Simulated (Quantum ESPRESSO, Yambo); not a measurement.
# Quasiparticle gap of SiC (Moissanite) in Yambo, part 3 of 3

Aim: the G0W0 gap of SiC (Moissanite) on PBE, step by step.

Quantum ESPRESSO 7.5 and Yambo 5.3.0; PBE and many-body steps on it, plane waves. Known limits of the many-body steps: not at the basis limit; coarse k mesh.

So far. Step 3 (Bands along the symmetry lines): The gap is 2.012 eV, −0.005 eV from the run before at this level. Step 4 (Empty states on the mesh, 6×6×1 mesh, 207 bands): On this mesh the gap is 2.017 eV.

## (5) Conversion and set-up

This step: Yambo 5.3.0; conversion and set-up on PBE, plane waves, norm-conserving pseudopotentials.

The states are converted to the many-body program's format and the q mesh is built.

On the command line:

```sh
(cd o/x.save; p2y > p2y.log; mv SAVE ../..); yambo > setup.log
```

The log of the run:

```text
 Yambo, version 5.3.0

 [02] CORE Variables Setup
 =========================

  [02.01] Unit cells
  ==================

  Cell kind             :  HCP
  Atoms in the cell     :  Si  C
  number of Si atoms    :   6
  number of C  atoms    :   6

  List of atomic masses
  Mass of Si    :  28.08500
  Mass of C     :  12.01100

  List of atomic coordinates    : [cc]
  Si1       :  0.000000  0.000000  0.000000  order 1
  Si2       :   0.00000   0.00000  14.29086  order 2
  Si3       : -0.29111E-09   3.3615       4.7560      order 3
  Si4       :   2.91112   1.68074  19.04686  order 4
  Si5       :  2.911123  1.680738  9.514858  order 5
  Si6       : -0.29111E-09   3.3615       23.806      order 6
  C1       : -0.29111E-09   3.3615       1.1776      order 7
  C2       :   2.91112   1.68074  15.46843  order 8
  C3       :  2.911123  1.680738  5.945000  order 9
  C4       : -0.29111E-09   3.3615       20.236      order 10
  C5       :   0.00000   0.00000  10.70672  order 11
  C6       :   0.00000   0.00000  24.99758  order 12

  Alat factors          :   5.82225   5.04221  28.58173 [a.u.]
  Direct lattice volume :  839.0740 [a.u.]
  Direct lattice vectors:  A[ 1 ]  A[ 2 ]  A[ 3 ]
   A[ 1 ]:  1.000000 -0.000000  0.000000  [iru]
   5.822246 -0.000000  0.000000  [cc]
   A[ 2 ]: -0.500000  1.000000  0.000000  [iru]
  -2.911123  5.042213  0.000000  [cc]
   A[ 3 ]:  0.000000  0.000000  1.000000  [iru]
    0.00000   0.00000  28.58173  [cc]

  Recip. lattice volume :  0.295624 [a.u.]
  Recip. lattice vectors:  B[ 1 ]  B[ 2 ]  B[ 3 ]
   B[ 1 ]:  1.000000  0.500000  0.000000  [iku]
   1.079169  0.623058 -0.000000  [cc]
   B[ 2 ]:  0.000000  1.000000  0.000000  [iku]
   0.000000  1.246117 -0.000000  [cc]
   B[ 3 ]:  0.000000  0.000000  1.000000  [iku]
  -0.000000 -0.000000  0.219832  [cc]

  [02.02] Symmetries
  ==================

  Inversion symmetry    : yes
  Spatial inversion     : no
  Inversion index       :   7
  K-space Time-reversal : yes
  Magnetic symmetries   : no
  Time-reversal derived K-space symmetries:   7  12
  Group table correct   : yes
  Symmetries units      :  [cc]

   [S  1]:   1.0000       0.0000       0.0000     -0.31115E-16   1.0000       0.0000       0.0000       0.0000       1.0000
   [S  2]: -0.500000  0.866025  0.000000 -0.866025 -0.500000  0.000000  0.000000  0.000000  1.000000
   [S  3]: -0.500000 -0.866025  0.000000  0.866025 -0.500000  0.000000  0.000000  0.000000  1.000000
   [S  4]:  -1.0000       0.0000       0.0000      0.31115E-16   1.0000       0.0000       0.0000       0.0000       1.0000
   [S  5]:  0.500000  0.866025  0.000000  0.866025 -0.500000  0.000000  0.000000  0.000000  1.000000
   [S  6]:  0.500000 -0.866025  0.000000 -0.866025 -0.500000  0.000000  0.000000  0.000000  1.000000
   [S* 7]:  -1.0000      -0.0000      -0.0000      0.31115E-16  -1.0000      -0.0000      -0.0000      -0.0000      -1.0000
[...]
K/Q-points units:
  rlu = crystal or reduced units; cc = cartesian coordinates; iku = interal k-units

  K [1]          [rlu]:  0.000000  0.000000  0.000000
         WF components:   8941
  K [2]          [rlu]:  0.000000  0.166667  0.000000
         WF components:   8976
  K [3]          [rlu]:  0.000000  0.333333  0.000000
         WF components:   9014
  K [4]          [rlu]:  0.000000 -0.500000  0.000000
         WF components:   9034
  K [5]          [rlu]:  0.166667  0.166667  0.000000
         WF components:   9010
  K [6]          [rlu]:  0.166667  0.333333  0.000000
         WF components:   9055
  K [7]          [rlu]:  0.333333  0.333333  0.000000
         WF components:   9084

  [02.05] Energies & Occupations
  ==============================

  [X] === General ===
  [X] Electronic Temperature                        :  0.000000  0.000000 [eV K]
  [X] Bosonic    Temperature                        :  0.000000  0.000000 [eV K]
  [X] Finite Temperature mode                       : no
  [X] El. density                                   :  0.38604E+24 [cm-3]
  [X] Fermi Level                                   :  9.528318 [eV]

  [X] === Gaps and Widths ===
  [X] Conduction Band Min                           :  2.016742 [eV]
  [X] Valence Band Max                              :  0.000000 [eV]
  [X] Filled Bands                                  :  24
  [X] Empty Bands                                   :   25  207
  [X] Direct Gap                                    :  3.123143 [eV]
  [X] Direct Gap localized at k                     :   4
  [X] Indirect Gap                                  :  2.016742 [eV]
  [X] Indirect Gap between kpts                     :   1   4
  [X] Last valence band width                       :  2.077946 [eV]
  [X] 1st conduction band width                     :  3.147621 [eV]

  E @ K [1]:  [eV]
  -15.45523 -14.94927 -14.88428 -13.42485 -13.36216 -11.89786  -8.58747  -6.25180
[...]
occ @ K [1]
[...]
E @ K [2]:  [eV]
[...]
occ @ K [2]
[...]
E @ K [3]:  [eV]
[...]
occ @ K [3]
[...]
E @ K [4]:  [eV]
[...]
occ @ K [4]
[...]
E @ K [5]:  [eV]
[...]
occ @ K [5]
[...]
E @ K [6]:  [eV]
[...]
occ @ K [6]
[...]
E @ K [7]:  [eV]
[...]
occ @ K [7]
[...]
0.000000  0.000000  0.000000  0.000000  0.000000  0.000000  0.000000  0.000000
   0.000000  0.000000  0.000000  0.000000  0.000000  0.000000  0.000000  0.000000

 [03] Transferred momenta grid and indexing
 ==========================================

 IBZ Q-points                                      :   7
 BZ  Q-points                                      :   36

 K/Q-points units:
 rlu = crystal or reduced units; cc = cartesian coordinates; iku = interal k-units

 Q [1]          [rlu]:  0.000000  0.000000  0.000000
 Q [2]          [rlu]: -0.59880E-17  0.16667       0.0000
 Q [3]          [rlu]: -0.11976E-16  0.33333       0.0000
 Q [4]          [rlu]:  0.17964E-16 -0.50000       0.0000
 Q [5]          [rlu]:  0.166667  0.166667  0.000000
 Q [6]          [rlu]:  0.166667  0.333333  0.000000
 Q [7]          [rlu]:  0.333333  0.333333  0.000000

  [03.01] X indexes
  =================

   [03.01.01] Sigma indexes
   ========================

 [06] Game Over & Game summary
```

Run time: 2.2 s. Hardware: 1 MPI rank of Arm Neoverse V2, shared host; peak memory 0.24 GiB.

## (6) Screening and self-energy, 6×6×1 mesh, 207 bands, screening to 122.5 eV

Now the one-shot GW correction: screening in the RPA, then the self-energy of the levels asked for.

This step: G0W0 on PBE, plane waves, norm-conserving pseudopotentials.

gw1.in

```
HF_and_locXC
gw0
dyson
ppa
em1d
rim_cut
RandQpts= 1000000
RandGvec= 1 RL
EXXRLvcs= 74 Ry
VXCRLvcs= 296 Ry
Chimod= "HARTREE"
% BndsRnXp
 1 | 207 |
%
NGsBlkXp= 9 Ry
% LongDrXp
 1 | 1 | 1 |
%
% GbndRnge
 1 | 207 |
%
DysSolver= "n"
ExtendOut
PPAPntXp= 27.21138 eV
% QPkrange
 1 | 1 | 23 | 26 |
 4 | 4 | 23 | 26 |
%
```

On the command line:

```sh
OMP_NUM_THREADS=2 mpirun -n 8 yambo -F gw1.in -J gw1 -C gw1 > gw1.log
```

The log of the run:

```text
 Yambo, version 5.3.0

 [02] CORE Variables Setup
 =========================

  [... cell, symmetries and grids as in the set-up ...]

  [02.05] Energies & Occupations
  ==============================

  [X] === General ===
  [X] Electronic Temperature                        :  0.000000  0.000000 [eV K]
  [X] Bosonic    Temperature                        :  0.000000  0.000000 [eV K]
  [X] Finite Temperature mode                       : no
  [X] El. density                                   :  0.38604E+24 [cm-3]
  [X] Fermi Level                                   :  9.528318 [eV]

  [X] === Gaps and Widths ===
  [X] Conduction Band Min                           :  2.016742 [eV]
  [X] Valence Band Max                              :  0.000000 [eV]
  [X] Filled Bands                                  :  24
  [X] Empty Bands                                   :   25  207
  [X] Direct Gap                                    :  3.123143 [eV]
  [X] Direct Gap localized at k                     :   4
  [X] Indirect Gap                                  :  2.016742 [eV]
  [X] Indirect Gap between kpts                     :   1   4
  [X] Last valence band width                       :  2.077946 [eV]
  [X] 1st conduction band width                     :  3.147621 [eV]

 [03] Transferred momenta grid and indexing
 ==========================================

 IBZ Q-points                                      :   7
 BZ  Q-points                                      :   36

 K/Q-points units:
 rlu = crystal or reduced units; cc = cartesian coordinates; iku = interal k-units

 Q [1]          [rlu]:  0.000000  0.000000  0.000000
 Q [2]          [rlu]: -0.59880E-17  0.16667       0.0000
 Q [3]          [rlu]: -0.11976E-16  0.33333       0.0000
 Q [4]          [rlu]:  0.17964E-16 -0.50000       0.0000
 Q [5]          [rlu]:  0.166667  0.166667  0.000000
 Q [6]          [rlu]:  0.166667  0.333333  0.000000
 Q [7]          [rlu]:  0.333333  0.333333  0.000000

 [04] Coloumb potential Random Integration (RIM)
 ===============================================

  [04.01] RIM initialization
  ==========================

  * Diagonal components only detected *

  8 x (sBL volume)        :  0.065694 [a.u.]
  sBZ random points       :  1000000
  Points outside the sBZ  :   7993074
  RL volume               :  0.295624 [a.u.]
  Integrated volume       :  0.295880 [a.u.]

  [04.02] RIM integrals
  =====================

  Gamma point sphere radius             :  0.073191 [a.u.]
  Points outside the sphere             :   799491
  [Int_sBZ(q=0) 1/q^2]*(Vol_sBZ)^(-1/3) =:  7.699861
                                 should be <:  7.795600

  Summary of Coulomb integrals for non-metallic bands |Q|[au] RIM/Bare

  Q [1] 0.100000E-4 0.987719 * Q [2] 0.207686 1.035382
  Q [5] 0.359723 1.014582 * Q [3] 0.415372 1.011323
  Q [6] 0.549486 1.006889 * Q [4] 0.623058 1.006049
  Q [7] 0.719446 1.004351

 [05] Dipoles
 ============

  [05.01] Setup: observables and procedures
  =========================================

  [WARNING] [x,Vnl] slows the Dipoles computation. To neglect it rename the ns.kb_pp file

 [06] Dynamic Dielectric Matrix (PPA)
 ====================================

 [SLK-Inversion]  Pools        :  2
 [SLK-Inversion]  BLACS grid   :  2  2

 [WR./gw1//ndb.pp]---------------------------------------------------------------
  Brillouin Zone Q/K grids (IBZ/BZ)                :    7   36    7   36
  RL vectors                                       :  11311 [WF]
  Coulomb cutoff potential                         : none
  Electronic Temperature                           :  0.000000 [K]
  Bosonic    Temperature                           :  0.000000 [K]
  PPA    diel. fun.  energies                      : Perdew, Burke & Ernzerhof(X)+Perdew, Burke & Ernzerhof(C)
  wavefunctions                                    : Perdew, Burke & Ernzerhof(X)+Perdew, Burke & Ernzerhof(C)
  Global Gauge                                     : length
  X matrix size                                    :   393
  X band range                                     :    1  207
  X e/h energy range                               : -1.000000 -1.000000 [eV]
  X Time ordering                                  : R
  X Hxc Kernel                                     : HARTREE
  X Drude frequency                                :  0.000000  0.000000
  X poles                                          :  100.0000 [o/o]
  RL vectors in the sum                            :  11311
  [r,Vnl] included                                 : yes
  Field direction                                  :  0.577350E-5  0.577350E-5  0.577350E-5
  BZ energy Double Grid                            : no
  BZ energy DbGd points                            : 0
  BZ Q point size factor                           : -1.000000
  X Optical Averaged directions                    : none

 [07] Local Exchange-Correlation + Non-Local Fock
 ================================================

 [VXC] Plane waves :   72085
 [EXS] Plane waves :   8953

 QP @ state[ 1 ] K range:  1  1
 QP @ state[ 1 ] b range:  23  26
 QP @ state[ 2 ] K range:   4   4
 QP @ state[ 2 ] b range:  23  26

 [xc] Functional : Perdew, Burke & Ernzerhof(X)+Perdew, Burke & Ernzerhof(C)
 [xc] LIBXC used to calculate xc functional
  PP Number of Atomic Species                      :  2
  NLCC RL compoments                               :   72085
  PP Number of Atomic Species                      :  2
  NLCC RL compoments                               :   72085

 [xc] E_xc :  -18.27642 [Ha]
      E_xc :  -36.55285 [Ry]

  Local XC kind (lXC) : Perdew, Burke & Ernzerhof(X)+Perdew, Burke & Ernzerhof(C)
  Non-Local XC kind (nlXC) : Hartree-Fock

  Corrections @ K [1] :  [eV]
 <23|nlXC|23> = -17.32276 -0.93957E-17 <23|lXC|23> = -14.95422 -0.11801E-15
 <24|nlXC|24> = -17.32275  0.25159E-18 <24|lXC|24> = -14.95422  0.14161E-15
 <25|nlXC|25> = -6.944282  0.17928E-17 <25|lXC|25> = -12.14735  0.18882E-15
 <26|nlXC|26> = -6.855814 -0.13303E-17 <26|lXC|26> = -12.09673  0.18882E-15

  Corrections @ K [4] :  [eV]
 <23|nlXC|23> = -16.70559 -0.82749E-17 <23|lXC|23> = -13.90584  0.23602E-16
 <24|nlXC|24> = -17.33410  0.96342E-17 <24|lXC|24> = -14.49916 -0.92196E-16
 <25|nlXC|25> = -6.763820 -0.18354E-17 <25|lXC|25> = -10.92842  0.000000
 <26|nlXC|26> = -6.504907 -0.44252E-17 <26|lXC|26> = -10.77706  0.23602E-16

 [08] Dyson equation: Newton solver
 ==================================

  [08.01] G0W0 (W PPA)
  ====================

  [  GW  ] Bands range     :    1  207
  [GW/PPA] G damping       :  0.100000 [eV]

  QP @ state[ 1 ] K range:  1  1
  QP @ state[ 1 ] b range:  23  26
  QP @ state[ 2 ] K range:   4   4
  QP @ state[ 2 ] b range:  23  26

   Sc/G bands                                       :    1  207
   Sc/G damping                                     :  0.100000 ev
   Sc bands terminator                              : no
   Sx RL components                                 :   8953

   QP @ state[ 1 ] K range                          :  1  1
   QP @ state[ 1 ] b range                          :  23  26
   QP @ state[ 2 ] K range                          :   4   4
   QP @ state[ 2 ] b range                          :  23  26
   GF energies kind                                 : Perdew, Burke & Ernzerhof(X)+Perdew, Burke & Ernzerhof(C)
   GF WF`s kind                                     : Perdew, Burke & Ernzerhof(X)+Perdew, Burke & Ernzerhof(C)
   Xs energies kind                                 : Perdew, Burke & Ernzerhof(X)+Perdew, Burke & Ernzerhof(C)
   Xs WF`s kind                                     : Perdew, Burke & Ernzerhof(X)+Perdew, Burke & Ernzerhof(C)

 [11] Game Over & Game summary
```

It took 3.1 min on 8 MPI ranks; peak memory 4.7 GiB.

Numbers from this step:

```
G0W0 gap on the points computed              : 2.605 eV
starting gap on the mesh                     : 2.017 eV
k of the valence top                         : 0, 0, 0
k of the conduction bottom                   : 0, -0.5, 0
least direct G0W0 gap on the computed points : 3.875 eV
Z at the valence top                         : 0.8012
Z at the conduction bottom                   : 0.8236
```

The gap on the mesh goes from 2.02 eV to 2.61 eV, a correction of +0.59 eV.

Limits: finite bands, cutoff and mesh; coarse k mesh. v1 is the top filled band, c1 the lowest empty one. Levels before and after the correction, in eV, zero at the valence-band top of each column:

```tsv
	conduction bottom	valence top
Kohn-Sham	2.02	0.00
G0W0	2.61	0.00
```

```tsv
	level	energy (eV)
Kohn-Sham	Γ v2-v1	0.000
Kohn-Sham	Γ c1	5.164
Kohn-Sham	Γ c2	5.336
Kohn-Sham	(0 -0.5 0) v2	-1.662
Kohn-Sham	(0 -0.5 0) v1	-1.106
Kohn-Sham	(0 -0.5 0) c1	2.017
Kohn-Sham	(0 -0.5 0) c2	2.207
G0W0	Γ v2-v1	0.000
G0W0	Γ c1	5.973
G0W0	Γ c2	6.136
G0W0	(0 -0.5 0) v2	-1.879
G0W0	(0 -0.5 0) v1	-1.270
G0W0	(0 -0.5 0) c1	2.605
G0W0	(0 -0.5 0) c2	2.793
```

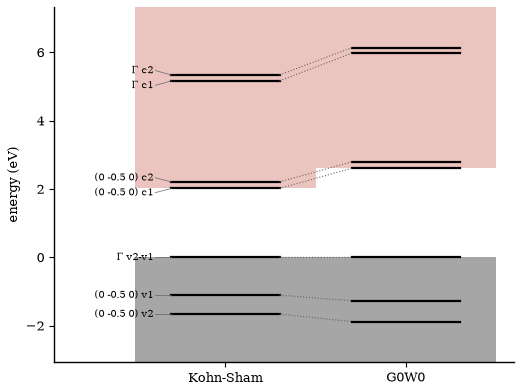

Levels before and after the correction. Shaded: valence and conduction bands.

## (7) Where the time went

Times are wall times on the hardware named with each run, good to a factor of about two.

```tsv
step	time	share	memory (GiB)
ground state	12 s	5 %	1.3
bands along the symmetry lines	14 s	6 %	1.6
empty states on the mesh	16 s	7 %	1.5
conversion and set-up	2.2 s	1 %	0.24
screening and self-energy	3.1 min	81 %	4.7
```

## (8) Summary of results

| Item | Value |
| --- | --- |
| PBE gap | 2.01 eV, indirect |
| G0W0 gap on the mesh | 2.61 eV |
| GW settings | 6×6×1 mesh, 207 bands, screening to 122.5 eV, Godby-Needs plasmon pole |
| known limits | not at the basis limit; coarse k mesh |

G0W0 moves the gap on the mesh from 2.02 eV to 2.61 eV (+0.59 eV), with Z of 0.80 and 0.82 at the edges. Only 2 of the mesh's irreducible points were corrected, so a valley elsewhere could overtake. The dearest step here is «screening and self-energy». Against experiment, by G0W0@PBE: the gap of 2.60 eV lies −0.42 eV from the measured 3.02 eV (kind not stated, quoted 2020); the gap of 2.60 eV lies −0.40 eV from the measured 3 eV (optical, 2017); the gap of 2.60 eV lies −0.43 eV from the measured 3.03 eV (indirect, quoted 2018). An exciton line or allowed optical edge lies below the quasiparticle gap by the binding energy; a forbidden edge can push the onset above it. The calculation has static nuclei and no excitons; a measured gap holds zero-point and thermal motion, which mostly lowers it. Bands and cutoff are finite, so the gap is not at the basis limit. The miss can reach some tenths of an eV and take either sign; the mesh is an error of its own. In the G0W0 run levels were corrected at 2 k points alone, so a gap called «on the mesh» is the least over those, and an edge elsewhere would be missed. The 6×6×1 mesh is coarse for this cell, which bears on the long-range parts of exchange and screening.

[Paths, hosts, dates, memory and timing lines, banners, echoed tables and standing remarks are left out of the program output.]

[Logs are printed without paths, hosts, clocks, repeated set-up lines and the standing remarks that a program may print on its own settings, such as how far it seeks lower states.]

[Runs of the session that timed out or met a known fault of the program may be left out.]

[Hosts, paths, dates, database ids (printed as entryN), source tags and the programs' standing remarks are cut or masked in the printed files.]
